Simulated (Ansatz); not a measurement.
# C₂H₄F₃InO: small, medium and large basis sets

How large a basis does C₂H₄F₃InO need? Two functionals are run in growing sets.

Method: one geometry, several basis sets; program: Ansatz 0.2.0, Gaussian basis.

The runs, in order: PBE0-D4/def2-SVP; ωB97M-V/def2-SVP; PBE0-D4/def2-QZVPP; ωB97M-V/def2-QZVPP; the functionals' def2-TZVPP values are taken from earlier runs.

## Step 1: The relaxed structure

All runs share one geometry, relaxed beforehand with PBE0-D4 in a triple-zeta def2 set. In takes the def2 core potential; no spin-orbit term is included.

SMILES `FC(F)(F)C[O][InH2]`, 11 atoms, charge 0, spin multiplicity 1.

Atoms are counted from 1 here; the program's logs count them from 0.

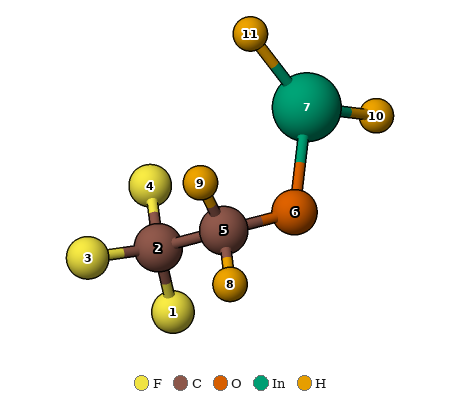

The geometry (fluorine yellow, carbon brown, oxygen orange, indium teal, hydrogen amber); atoms are numbered from 1 in the order of the file.

Coordinates:

```mol
C2H4F3InO
  3D, bonds by distance, orders not assigned

 11 10  0  0  0  0  0  0  0  0999 V2000
    0.2491   -0.6663    2.1552 F   0  0
   -0.3867   -0.8647    1.0019 C   0  0
   -1.3855   -1.7223    1.2251 F   0  0
    0.4966   -1.4905    0.1790 F   0  0
   -0.8806    0.4218    0.3685 C   0  0
    0.1692    1.2410    0.0191 O   0  0
    1.3633    0.7488   -1.5320 In  0  0
   -1.5259    0.9089    1.1112 H   0  0
   -1.5200    0.1161   -0.4757 H   0  0
    2.9021    1.4415   -1.3277 H   0  0
    0.5183   -0.1343   -2.7246 H   0  0
  1  2  8  0
  2  3  8  0
  2  4  8  0
  2  5  8  0
  5  6  8  0
  6  7  8  0
  5  8  8  0
  5  9  8  0
  7 10  8  0
  7 11  8  0
M  END
```

## Step 2: PBE0-D4 in def2-SVP

Input file in.yaml:

```yaml
crystal:
  periodic: [false, false, false]
  atoms:
    - {symbol: F, position_ang: [0.249067, -0.666329, 2.155169]}
    - {symbol: C, position_ang: [-0.386677, -0.864663, 1.001854]}
    - {symbol: F, position_ang: [-1.385531, -1.722317, 1.225130]}
    - {symbol: F, position_ang: [0.496644, -1.490536, 0.178973]}
    - {symbol: C, position_ang: [-0.880594, 0.421841, 0.368531]}
    - {symbol: O, position_ang: [0.169246, 1.241036, 0.019071]}
    - {symbol: In, position_ang: [1.363274, 0.748772, -1.531984]}
    - {symbol: H, position_ang: [-1.525877, 0.908942, 1.111245]}
    - {symbol: H, position_ang: [-1.519951, 0.116056, -0.475699]}
    - {symbol: H, position_ang: [2.902078, 1.441487, -1.327730]}
    - {symbol: H, position_ang: [0.518312, -0.134269, -2.724571]}
basis:
  gaussian: {orbitals: def2-SVP}
hamiltonian: {xc: pbe0, dispersion: d4}
output: {orbitals: {seedname: orbitals}}
```

Command:

```sh
ansatz run in.yaml --threads 4 --pin off --events-out ev --progress --plain --max-ram 11315MiB
```

The program printed:

```text
Functional definition: PBE0
  name "PBE0"
  cite "Adamo & Barone, J. Chem. Phys. 110, 6158 (1999) doi:10.1063/1.478522"
  cite "Perdew, Burke & Ernzerhof, Phys. Rev. Lett. 77, 3865 (1996) doi:10.1103/PhysRevLett.77.3865"
  parent pbe
  parameter a = 0.25
  parameter kappa = 0.804
  parameter beta = 0.06672455060314922
  exchange = (1 - a)*pbe_x(kappa = kappa, mu = beta*pi^2/3) + a*exact_x
  correlation = pbe_c(beta = beta)
1354 factors; integrals over basis functions are off by at most 1.1e-3 eV
mean field evaluation 1: about -17482.3287 eV, gradient 5.8e1 eV
mean field evaluation 2: about -17453.5556 eV, gradient 1.3e2 eV
mean field evaluation 4: about -17488.3651 eV, gradient 7.0e0 eV
mean field evaluation 8: about -17488.7196 eV, gradient 3.5e-1 eV
mean field evaluation 16: about -17488.7198 eV, gradient 2.3e-4 eV
mean field -17488.71979066 eV, -642.6985980267 hartree, gradient 3.2e-5 eV, S^2 0.000000; 0 other end points of the search recorded, 0 dependent functions left out
reference -17488.71982525 eV, -642.6985992979 hartree; 36, 36 occupied and 94, 94 virtual orbitals, 1354 factors
Total energy: -17488.92767296 eV, -642.7062375603 hartree
```

It took 2.2 s on 4 threads of Arm Neoverse V1, shared host.

## Step 3: ωB97M-V in def2-SVP

Changes to in.yaml since step 2:

```diff
@@ -16,3 +16,3 @@
   gaussian: {orbitals: def2-SVP}
-hamiltonian: {xc: pbe0, dispersion: d4}
+hamiltonian: {xc: {name: wB97M-V}}
 output: {orbitals: {seedname: orbitals}}
```

The command is unchanged.

The program printed (excerpt; [...] marks lines left out):

```text
Functional definition: wB97M-V
  name "wB97M-V"
  cite "Mardirossian & Head-Gordon, J. Chem. Phys. 144, 214110 (2016) doi:10.1063/1.4952647"
  cite "Becke, J. Chem. Phys. 107, 8554 (1997) doi:10.1063/1.475007"
  cite "Vydrov & Van Voorhis, J. Chem. Phys. 133, 244103 (2010) doi:10.1063/1.3521275"
  # Of w^i u^j: cxij and so on, Table III.
[...]
  gx(w, u) = 1 - cx + cx01*u + cx10*w
  gss(w, u) = css00 + css04*u^4 + css10*w + css20*w^2 + css43*w^4*u^3
  gos(w, u) = cos00 + cos10*w + (cos20 + cos21*u)*w^2 + (cos60 + cos61*u)*w^6
[...]
      + integral(e_c_pw_mod_opposite_spin*gos(b97_w_opposite, b97_u_opposite)) + vv10(b, c)
1354 factors; integrals over basis functions are off by at most 1.1e-3 eV
310 factors; integrals over basis functions are off by at most 5.6e-6 eV
[...]
mean field -17496.05964632 eV, -642.9683327470 hartree, gradient 7.9e-5 eV, S^2 0.000000; 0 other end points of the search recorded, 0 dependent functions left out
reference -17496.05970302 eV, -642.9683348309 hartree; 36, 36 occupied and 94, 94 virtual orbitals, 1354 factors
Total energy: -17496.05970302 eV, -642.9683348309 hartree
```

Wall time 9.5 s (4 threads of Arm Neoverse V1, shared host).

## Step 4: PBE0-D4 in def2-QZVPP

Changes to in.yaml since step 3:

```diff
@@ -15,4 +15,4 @@
 basis:
-  gaussian: {orbitals: def2-SVP}
-hamiltonian: {xc: {name: wB97M-V}}
+  gaussian: {orbitals: "def2-QZVPP.json"}
+hamiltonian: {xc: pbe0, dispersion: d4}
 output: {orbitals: {seedname: orbitals}}
```

Same command.

The program printed:

```text
Functional definition: PBE0
  name "PBE0"
  cite "Adamo & Barone, J. Chem. Phys. 110, 6158 (1999) doi:10.1063/1.478522"
  cite "Perdew, Burke & Ernzerhof, Phys. Rev. Lett. 77, 3865 (1996) doi:10.1103/PhysRevLett.77.3865"
  parent pbe
  parameter a = 0.25
  parameter kappa = 0.804
  parameter beta = 0.06672455060314922
  exchange = (1 - a)*pbe_x(kappa = kappa, mu = beta*pi^2/3) + a*exact_x
  correlation = pbe_c(beta = beta)
1829 factors; their error is unknown
mean field evaluation 1: about -17496.7207 eV, gradient 6.7e1 eV
mean field evaluation 2: about -17451.6085 eV, gradient 1.5e2 eV
mean field evaluation 4: about -17504.2032 eV, gradient 9.3e0 eV
mean field evaluation 8: about -17504.3185 eV, gradient 3.6e-1 eV
mean field evaluation 16: about -17504.3666 eV, gradient 4.9e-4 eV
mean field -17504.36657116 eV, -643.2736066043 hartree, gradient 2.3e-5 eV, S^2 0.000000; 0 other end points of the search recorded, 0 dependent functions left out
reference -17504.36661261 eV, -643.2736081275 hartree; 36, 36 occupied and 508, 508 virtual orbitals, 1829 factors
Total energy: -17504.57446032 eV, -643.2812463899 hartree
```

It took 17 s on 4 threads of Arm Neoverse V1, shared host; peak memory 2.5 GiB.

## Step 5: ωB97M-V in def2-QZVPP

Changes to in.yaml since step 4:

```diff
@@ -16,3 +16,3 @@
   gaussian: {orbitals: "def2-QZVPP.json"}
-hamiltonian: {xc: pbe0, dispersion: d4}
+hamiltonian: {xc: {name: wB97M-V}}
 output: {orbitals: {seedname: orbitals}}
```

Launched as before.

The program printed (excerpt; [...] marks lines left out):

```text
Functional definition: wB97M-V
  name "wB97M-V"
  cite "Mardirossian & Head-Gordon, J. Chem. Phys. 144, 214110 (2016) doi:10.1063/1.4952647"
  cite "Becke, J. Chem. Phys. 107, 8554 (1997) doi:10.1063/1.475007"
  cite "Vydrov & Van Voorhis, J. Chem. Phys. 133, 244103 (2010) doi:10.1063/1.3521275"
  # Of w^i u^j: cxij and so on, Table III.
[...]
  gx(w, u) = 1 - cx + cx01*u + cx10*w
  gss(w, u) = css00 + css04*u^4 + css10*w + css20*w^2 + css43*w^4*u^3
  gos(w, u) = cos00 + cos10*w + (cos20 + cos21*u)*w^2 + (cos60 + cos61*u)*w^6
[...]
      + integral(e_c_pw_mod_opposite_spin*gos(b97_w_opposite, b97_u_opposite)) + vv10(b, c)
1789 factors; their error is unknown
400 factors; integrals over basis functions are off by at most 7.7e-6 eV
[...]
mean field -17512.02708762 eV, -643.5551253916 hartree, gradient 3.7e-5 eV, S^2 0.000000; 0 other end points of the search recorded, 0 dependent functions left out
reference -17512.02715530 eV, -643.5551278788 hartree; 36, 36 occupied and 508, 508 virtual orbitals, 1789 factors
Total energy: -17512.02715530 eV, -643.5551278788 hartree
```

Wall time 36 s (4 threads of Arm Neoverse V1, shared host); peak memory 3 GiB.

## Step 6: Functionals by basis

The def2-TZVPP values come from earlier runs at the same geometry.

```tsv
functional	basis	functions	energy (eV)	from the largest (eV)	HOMO (eV)	LUMO (eV)
PBE0-D4	def2-SVP	130	-17488.9277	15.647	-7.73	-1.50
PBE0-D4	def2-TZVPP	292	-17503.8867	0.688	-7.89	-1.61
PBE0-D4	def2-QZVPP	544	-17504.5745	0.000	-7.93	-1.63
ωB97M-V	def2-SVP	130	-17496.0597	15.967	-10.09	0.09
ωB97M-V	def2-TZVPP	292	-17511.3746	0.653	-10.28	-0.15
ωB97M-V	def2-QZVPP	544	-17512.0272	0.000	-10.32	-0.21
```

## Step 7: Summary of results

| quantity | value |
| --- | --- |
| PBE0-D4: double and triple zeta above quadruple | 15.65, 0.69 eV |
| ωB97M-V: double and triple zeta above quadruple | 15.97, 0.65 eV |

What this shows: PBE0-D4 gains 14.96 eV from double to triple zeta, then 0.69 eV more. Total energies overstate the basis error of differences, where much of it tends to cancel.

For PBE0-D4 the largest set took about 8 times as long as the smallest (17 s against 2.2 s).
